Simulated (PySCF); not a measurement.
# C₂H₃N₃SSi: what the fields show

The calculation's input:

```
{"job": {"kind": "uv", "xc": "PBE0", "basis": "def2-SVPD", "nstates": 8, "ntriplets": 3}, "charge": 0, "multiplicity": 1}
N      0.084827     1.216111     2.672379
C      0.059747     0.745841     1.629263
Si     0.046720    -0.048957    -0.068559
N     -0.976664    -1.390247    -0.289756
S      2.040992    -0.731146    -0.494301
C     -0.494380     1.335563    -1.202092
N     -0.804152     2.196120    -1.888904
H     -0.634189    -2.329718    -0.179370
H     -1.973618    -1.333943    -0.172683
H      2.659598     0.345030    -0.028504
```

Run with:

```sh
OMP_NUM_THREADS=1 python probes_run.py task.json out
```

Geometry: GFN2-xTB.

These are results of PBE0/def2-SVPD, SCF density, gas phase (PySCF 2.14.0), not measurements.

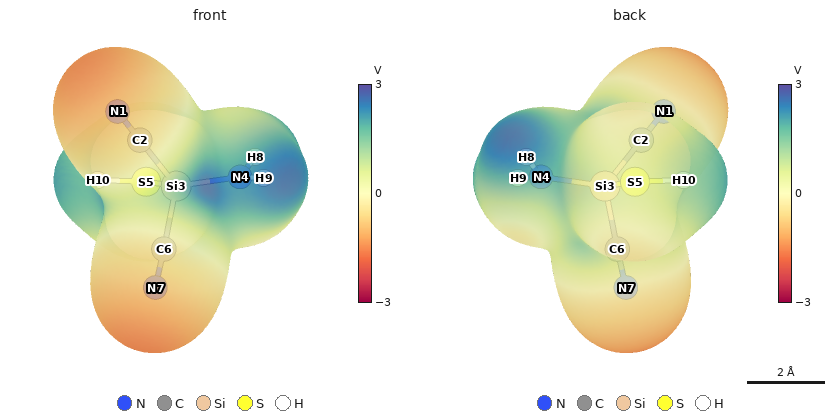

Figure 1. The electrostatic potential painted on the density surface at 0.002 e/bohr³, seen from the front and from behind; red is negative and blue positive.

Q: Which sites attract a positive test charge, and which a negative one?

A: A positive charge is drawn to the negative regions and a negative charge to the positive ones. The most negative region (about −1.5 V) lies over N1 and N7, the most positive (about +2.6 V) over Si3, H8 and H9.

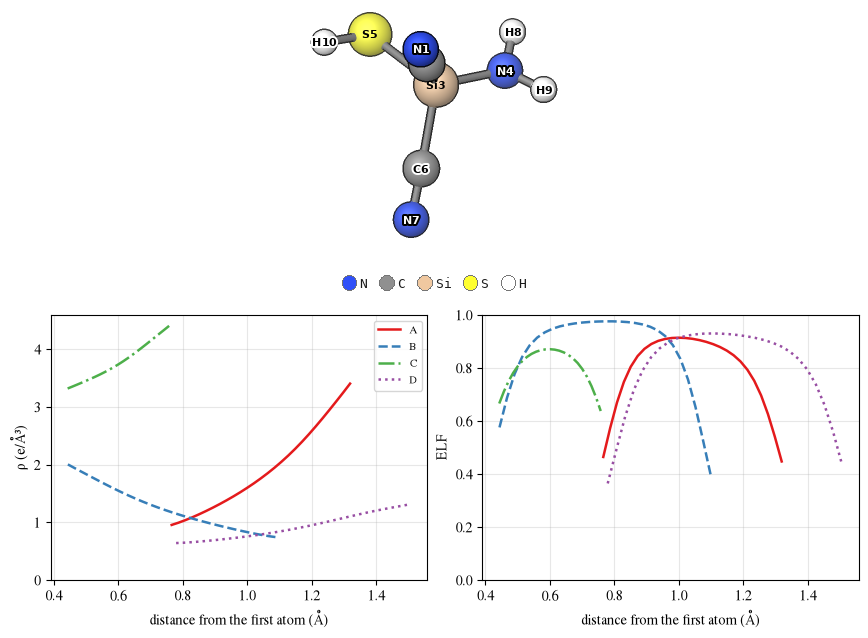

Figure 2. Total electron density and ELF along straight lines between neighbouring atoms. The curves leave out the atomic cores. The structure is drawn too.

Q: Which curve belongs to which contact (C–N, C–Si, Si–N and Si–S)? The first atom named is at distance zero.

A: Curve A: Si–N (1.70 Å): ρ is about 1.1 e/Å³ halfway; the ELF peaks at about 0.90 between the atoms: a shared but strongly polarised pair. Curve B: C–Si (1.87 Å): ρ is about 0.91 e/Å³ halfway; the ELF peaks at about 1 between the atoms, as expected for localised, covalent bonding. Curve C: C–N (1.14 Å): ρ at the midpoint is about 3.6 e/Å³; the ELF peaks at about 0.85 between the atoms (a short, multiple covalent bond). Curve D: Si–S (2.15 Å): ρ is about 0.82 e/Å³ halfway; the ELF peaks at about 0.95 between the atoms, as expected for a shared electron pair.
